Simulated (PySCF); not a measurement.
**FLaS: density, localisation and related maps**

```tsv
atom	x (Å)	y (Å)	z (Å)
La	-0.1982	0.0000	-0.4991
S	1.8275	0.0000	0.8567
F	-1.9149	0.0000	0.7635
```

Core potentials replace the inner electrons of La.

These are results of RKS PBE0, La def2-SVP with ECP46, S def2-SVP, F def2-SVP; non-relativistic Hamiltonian with scalar-relativistic core potentials where named; density fitting (PySCF), not measurements.

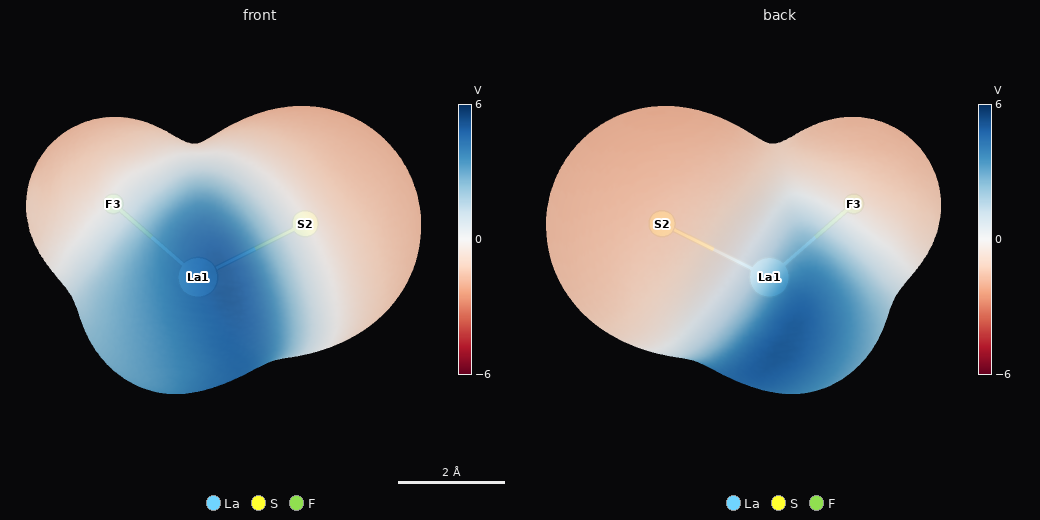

Figure 1. The molecular electrostatic potential painted on the density surface at 0.001 e/bohr³, seen from the front and from behind; the colour scale runs from red (negative) to blue (positive).

### Describe the electrostatic potential map.

The most negative region (about −2.0 V, or −46 kcal/mol for a unit charge) lies over S2, the most positive (about +5.0 V, or +115 kcal/mol for a unit charge) over La1.

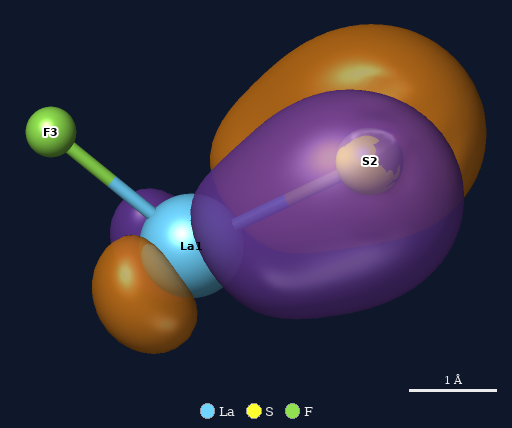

Figure 2. The HOMO−1 at ±0.1 Å⁻³ᐟ² (orange and purple are the two phases), seen at a tilt.

### Where does this orbital lie, and at what energy?

Its weight (Hirshfeld) is mainly on S2 (about 75 %) and La1 (about 25 %); it changes sign across the molecular plane (π type); π-antibonding (a node) across La1–S2. Its energy is −6.02 eV.

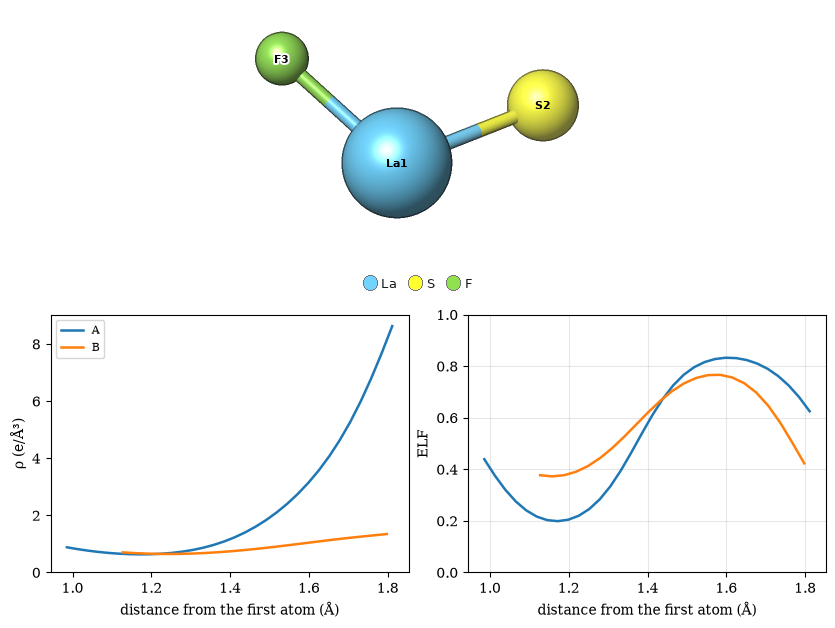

Figure 3. Electron density and ELF along straight lines between neighbouring atoms. The curves leave out the atomic cores. The structure is drawn too.

### Which curve belongs to which contact (La–F and La–S)? The first atom named is at distance zero.

Curve A: La–F (2.13 Å): ρ at the midpoint is about 0.72 e/Å³, with its minimum of 0.64 e/Å³ about 1.2 Å from La; the ELF is about 0.30 at the midpoint: a closed-shell, largely ionic contact. Curve B: La–S (2.44 Å): the density is about 0.65 e/Å³ at the midpoint; the ELF peaks at about 0.75 in the valence shell of S, 0.9 Å from its nucleus, and is about 0.40 at the midpoint; an ionic contact with no shared pair.
